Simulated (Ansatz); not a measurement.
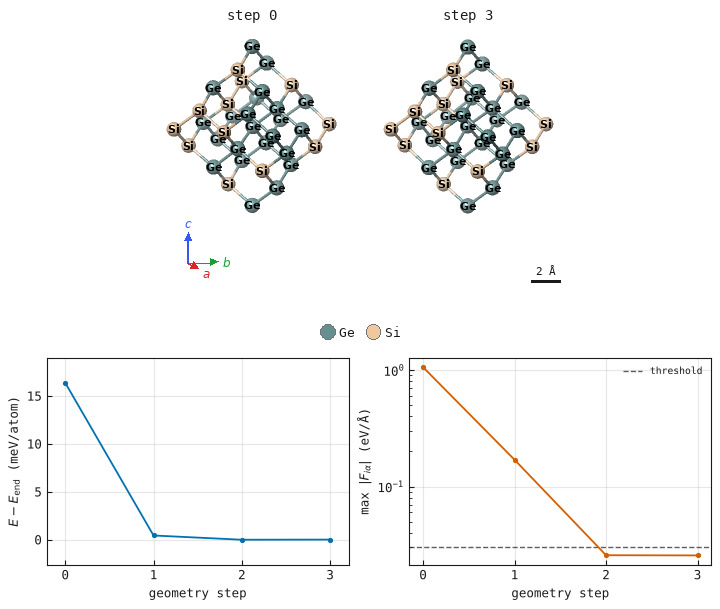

First and last geometry of a relaxation of a crystal of Ge$_{40}$Si$_{24}$ (a generated structure, set up in P1), with the history of the run. Style: ball-and-stick. Shown: the atoms within 5.8 Å of the atom that moves most (axes of the cell of the calculation), slightly off an axis.

Theory: DFT, PBEsol, PAW, plane waves in Ansatz. Settings: plane-wave cutoff 420 eV; k-point mesh 1 × 1 × 1; mesh shifted by (0.25, 0.25, 0.25); no spin polarisation; cell relaxed at fixed shape; force threshold 0.03 eV/Å; at most 80 steps.

### Did the run converge, and what did it change?

It converged. The largest moves relative to the cell, 0.10 Å, are those of Ge and Si atoms. By element the largest moves are Ge 0.10 Å, Si 0.10 Å. Cell: a = b = c 11.167 → 11.148 Å (−0.2 %). Volume −0.5 %. Some distances before and after: Si–Si 2.494 → 2.363 Å, Ge–Ge 2.371 → 2.455 Å, Ge–Ge 2.359 → 2.434 Å, Si–Si 2.422 → 2.361 Å. Among the angles between lasting bonds that change: Ge–Ge–Si 106.9° → 111.2°, Ge–Ge–Ge 111.1° → 107.7°, Ge–Ge–Si 111.1° → 108.3°. The space group stays P1 (No. 1). The energy falls by 16.4 meV per atom in 3 geometry steps. The largest force component goes from 1.1 to 0.026 eV/Å. The pressure goes from −0.25 to −0.01 GPa.
